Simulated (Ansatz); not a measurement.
**Si4H10 (SMILES [SiH3][SiH]([SiH3])[SiH3]) at B3LYP/6-31G(d) (spherical functions)**

What is the vertical singlet–triplet gap of Si4H10 at B3LYP/6-31G* (spherical functions)? 

The calculation is run with Ansatz 0.2.0.

37 further runs of the same task are left out: 3 that didn't finish, 34 set aside as unsound or not needed.

## (1) The molecule

The species is Si4H10 (14 atoms), meant as a singlet with charge 0. As SMILES, `[SiH3][SiH]([SiH3])[SiH3]`. Geometry: relaxed at PBE0-D4/def2-TZVP.

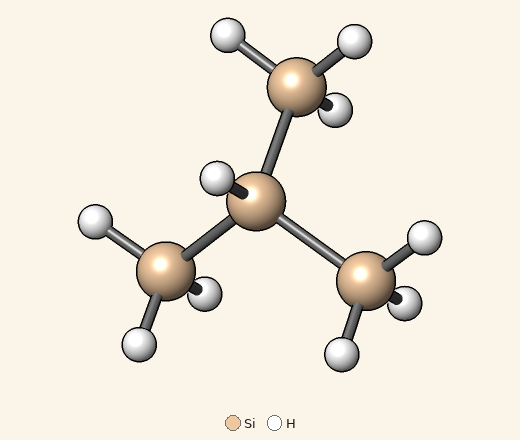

The structure, seen from a chosen angle (silicon light orange, hydrogen white).

## (2) The energy at B3LYP/6-31G(d) (spherical functions)

Input file run.yaml:

```yaml
crystal:
  periodic: [false, false, false]
  atoms:
    - {symbol: Si, position_ang: [-1.586600, 0.449770, -1.468220]}
    - {symbol: Si, position_ang: [-0.437700, -0.033320, 0.509060]}
    - {symbol: Si, position_ang: [1.124000, 1.651140, 0.941090]}
    - {symbol: Si, position_ang: [0.660040, -2.085920, 0.297480]}
    - {symbol: H, position_ang: [-2.588800, -0.607930, -1.768740]}
    - {symbol: H, position_ang: [-2.287510, 1.758070, -1.365710]}
    - {symbol: H, position_ang: [-0.615640, 0.517850, -2.593590]}
    - {symbol: H, position_ang: [-1.409520, -0.107160, 1.639330]}
    - {symbol: H, position_ang: [2.091010, 1.722300, -0.187470]}
    - {symbol: H, position_ang: [1.875310, 1.366450, 2.193260]}
    - {symbol: H, position_ang: [0.452630, 2.971990, 1.075490]}
    - {symbol: H, position_ang: [1.404530, -2.417500, 1.542160]}
    - {symbol: H, position_ang: [1.628750, -2.008150, -0.829180]}
    - {symbol: H, position_ang: [-0.310500, -3.177580, 0.015050]}
basis:
  gaussian: {orbitals: 6-31G_st_-spherical.json}
hamiltonian: {xc: {name: B3LYP}}
magnetization: {spin_polarized: false, initial_magnetization: 0}
output: {orbitals: {seedname: orbitals}}
accuracy: high
```

The basis set 6-31G* is read from a file made from the Basis Set Exchange's data (not shown).

The run is started by

```sh
$ ansatz run run.yaml --threads 1 --pin off --max-ram 3480MiB --events-out events.jsonl --progress --plain --runs-dir runs
```

Output:

```text
Warning: RAYON_NUM_THREADS=1 ignored (pool sized by the plan → 1); use --threads N
Functional definition: B3LYP
  name "B3LYP"
  parameter a0 = 0.2
  parameter ax = 0.72
  parameter ac = 0.81
  exchange = (1 - a0 - ax)*slater_x + ax*b88_x + a0*exact_x
  correlation = (1 - ac)*vwn_rpa_c + ac*lyp_c
2157 factors; integrals over basis functions are off by at most 8.4e-9 eV
mean field evaluation 1: about -31672.4578 eV, gradient 1.3e1 eV
mean field evaluation 2: about -31673.0647 eV, gradient 5.6e0 eV
mean field evaluation 4: about -31673.1922 eV, gradient 3.8e-1 eV
mean field evaluation 8: about -31673.4205 eV, gradient 1.2e-2 eV
mean field evaluation 16: about -31673.4205 eV, gradient 8.4e-7 eV
mean field -31673.42046440 eV, -1163.9767330511 hartree, gradient 2.4e-8 eV, S^2 0.000000; 0 other end points of the search recorded, 0 dependent functions left out
reference -31673.42052172 eV, -1163.9767351579 hartree; 33, 33 occupied and 59, 59 virtual orbitals, 2157 factors
Total energy: -31673.42052172 eV, -1163.9767351579 hartree
```

It took 7.2 s on 1 thread of Intel Xeon 6975P-C (Granite Rapids), shared host; peak memory 0.4 GiB.

## (3) The triplet at the same level

Input file input.yaml:

```yaml
crystal:
  periodic: [false, false, false]
  atoms:
    - symbol: Si
      position_ang: [-1.586600, 0.449770, -1.468220]
    - symbol: Si
      position_ang: [-0.437700, -0.033320, 0.509060]
    - symbol: Si
      position_ang: [1.124000, 1.651140, 0.941090]
    - symbol: Si
      position_ang: [0.660040, -2.085920, 0.297480]
    - symbol: H
      position_ang: [-2.588800, -0.607930, -1.768740]
    - symbol: H
      position_ang: [-2.287510, 1.758070, -1.365710]
    - symbol: H
      position_ang: [-0.615640, 0.517850, -2.593590]
    - symbol: H
      position_ang: [-1.409520, -0.107160, 1.639330]
    - symbol: H
      position_ang: [2.091010, 1.722300, -0.187470]
    - symbol: H
      position_ang: [1.875310, 1.366450, 2.193260]
    - symbol: H
      position_ang: [0.452630, 2.971990, 1.075490]
    - symbol: H
      position_ang: [1.404530, -2.417500, 1.542160]
    - symbol: H
      position_ang: [1.628750, -2.008150, -0.829180]
    - symbol: H
      position_ang: [-0.310500, -3.177580, 0.015050]
basis:
  gaussian: {orbitals: 6-31G_st_-spherical.json}
magnetization: {spin_polarized: true, initial_magnetization: 2}
hamiltonian: {xc: {name: B3LYP}}
accuracy: high
output: {orbitals: {seedname: orbitals}}
```

The basis set 6-31G* is read from a file made from the Basis Set Exchange's data (not shown).

The run is started by

```sh
$ ansatz run input.yaml --threads 1 --pin off --max-ram 3480MiB --events-out events.jsonl --progress --plain --runs-dir runs
```

Output, shortened:

```text
Warning: RAYON_NUM_THREADS=1 ignored (pool sized by the plan → 1); use --threads N
Functional definition: B3LYP
  name "B3LYP"
[...]
2157 factors; integrals over basis functions are off by at most 8.4e-9 eV
[...]
mean field -31667.27992790 eV, -1163.7510724970 hartree, gradient 4.2e-8 eV, S^2 2.003914; 10 other end points of the search recorded, 0 dependent functions left out
reference -31667.27998622 eV, -1163.7510746401 hartree; 34, 32 occupied and 58, 60 virtual orbitals, 2157 factors
Total energy: -31667.27998622 eV, -1163.7510746401 hartree
```

Run time: 74 s. Hardware: 1 thread of Intel Xeon 6975P-C (Granite Rapids), shared host; peak memory 0.81 GiB.

## (4) Summary of results

Level: B3LYP/6-31G* (spherical functions).

| quantity | value |
| --- | --- |
| singlet: total energy | -1163.97674 Eh |
| singlet: HOMO energy | -7.73 eV |
| singlet: LUMO energy | -0.07 eV |
| singlet: HOMO–LUMO gap | 7.66 eV |
| triplet: total energy | -1163.75107 Eh |
| triplet: HOMO energy (highest over α and β) | -1.79 eV |
| triplet: ⟨S²⟩ | 2.004 |
| vertical energy of the triplet above the singlet | 6.141 eV |

At this shape the triplet lies 6.14 eV (592 kJ/mol) above the singlet.
